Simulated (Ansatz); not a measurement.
# CH$_{4}$OSZn (SMILES SC[O][ZnH]): what the fields show

Input

```
crystal:
  periodic: [false, false, false]
  atoms:
    - {symbol: S, position_ang: [0.609062, 1.333072, -0.228151]}
    - {symbol: C, position_ang: [0.731118, -0.252060, 0.731712]}
    - {symbol: O, position_ang: [-0.284865, -1.105532, 0.433453]}
    - {symbol: Zn, position_ang: [-1.608704, -0.307476, -0.550973]}
    - {symbol: H, position_ang: [1.070155, 0.837876, -1.389551]}
    - {symbol: H, position_ang: [0.721001, 0.094987, 1.774908]}
    - {symbol: H, position_ang: [1.720066, -0.675319, 0.520044]}
    - {symbol: H, position_ang: [-2.865633, 0.017353, -1.347240]}
basis:
  gaussian: {orbitals: def2-TZVPP}
hamiltonian: {xc: pbe0, dispersion: d4}
output: {orbitals: {seedname: orbitals}}
```

Run with:

```sh
ansatz run in.yaml --threads 4 --pin off --events-out ev --progress --plain --max-ram 10444MiB
```

Geometry: PBE0-D4/def2-TZVP.

All numbers below come from RKS PBE0-D4/def2-TZVPP in Ansatz.

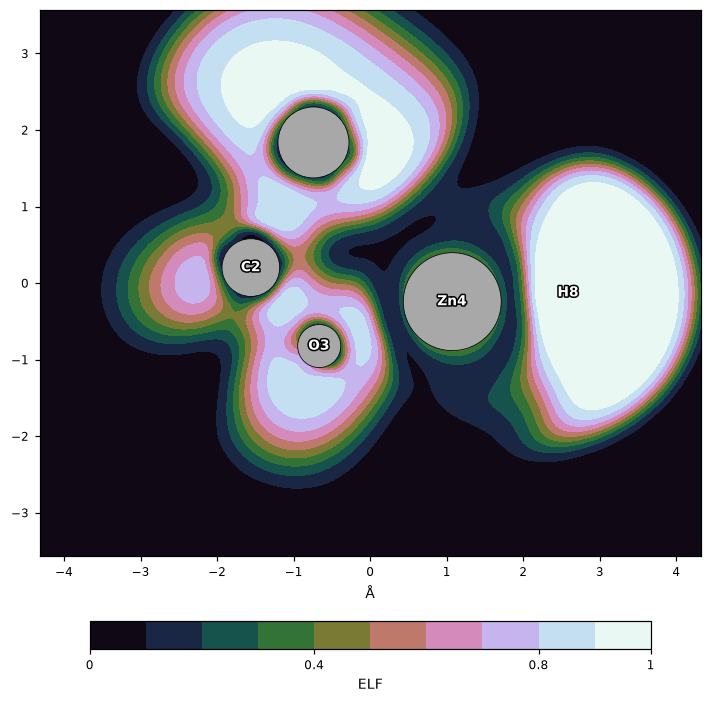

Figure 1. ELF on the plane of atoms O3, Zn4 and H8. Grey discs cover the atomic cores.

Question: What does the map show?

Answer: The plane passes through C, O, Zn and H nuclei. C–O (1.36 Å): the ELF peaks at about 0.90 between the atoms; a polar covalent bond. Zn–O (1.83 Å): the ELF peaks at about 0.85 in the valence shell of O, 0.6 Å from its nucleus, and is about 0.20 at the midpoint. Zn–H (1.52 Å): the ELF climbs to about 1 towards the hydrogen. The ELF also peaks beside O3 and S1, away from the bonds: lone-pair regions.

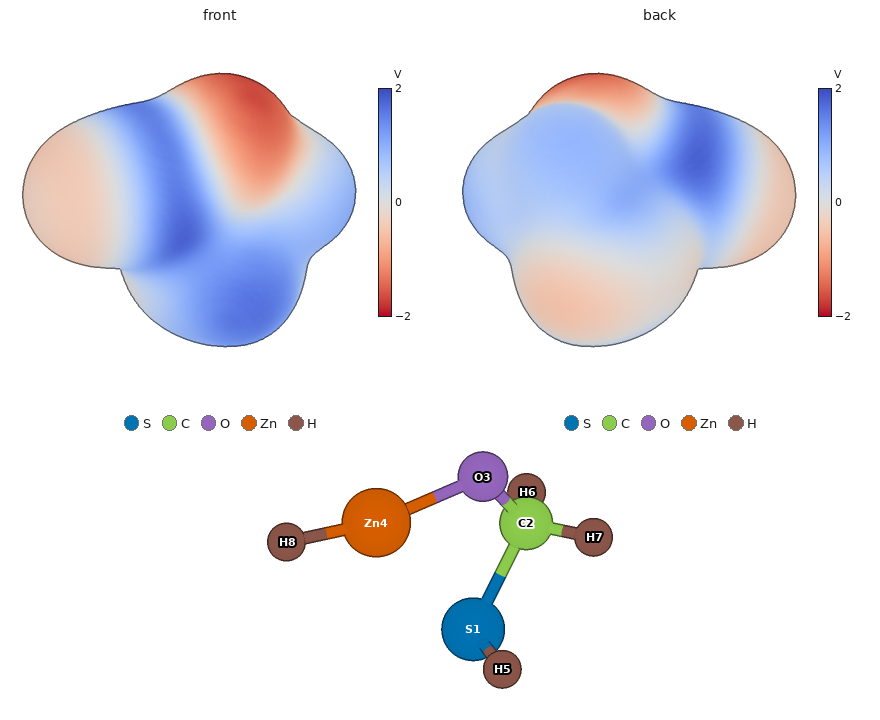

Figure 2. The molecular electrostatic potential painted on the density surface at 0.002 e/bohr³, seen from the front and from behind; the colour scale runs from red (negative) to blue (positive). The bare structure is drawn below in the same view.

Question: Which sites attract a positive test charge, and which a negative one?

Answer: A positive charge is drawn to the negative regions and a negative charge to the positive ones. The most negative region (about −1.6 V, or −37 kcal/mol for a unit charge) lies over O3, the most positive (about +1.8 V, or +42 kcal/mol for a unit charge) over Zn4. O3 is the likeliest acceptor of a hydrogen bond.

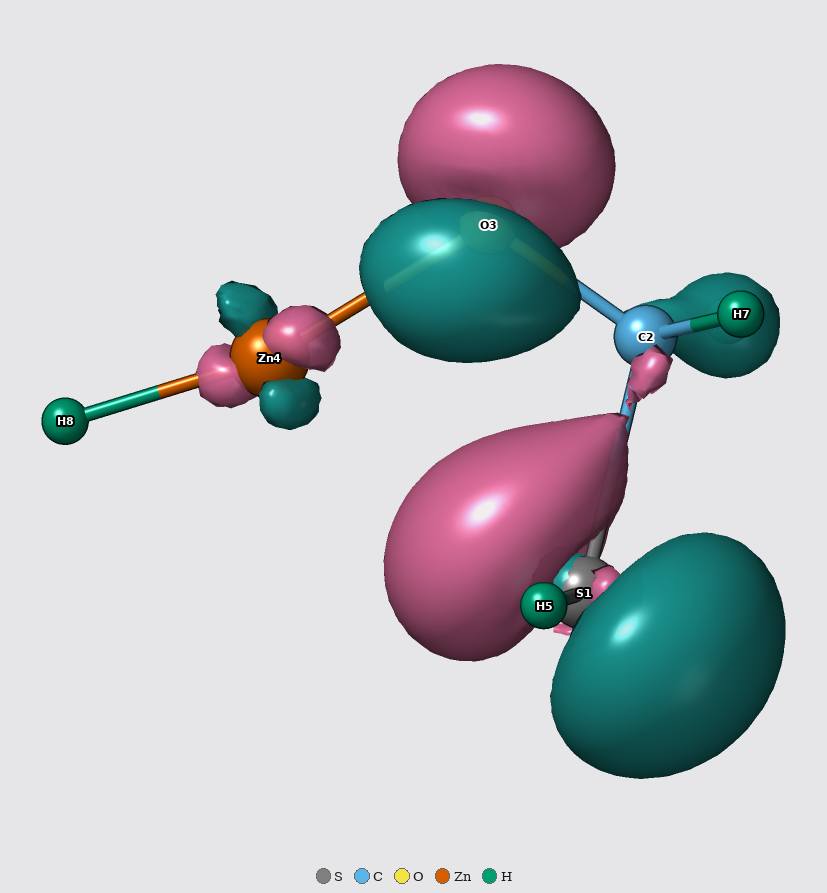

Figure 3. The HOMO at ±0.15 Å⁻³ᐟ² (teal and pink are the two phases), seen at a tilt.

Question: What is the character of this orbital?

Answer: It lies mainly on S1 (about 45 %), O3 (about 35 %), Zn4 (about 10 %) and C2 (about 5 %); largely a combination of lone pairs on S1 and O3. Its energy is −7.40 eV.
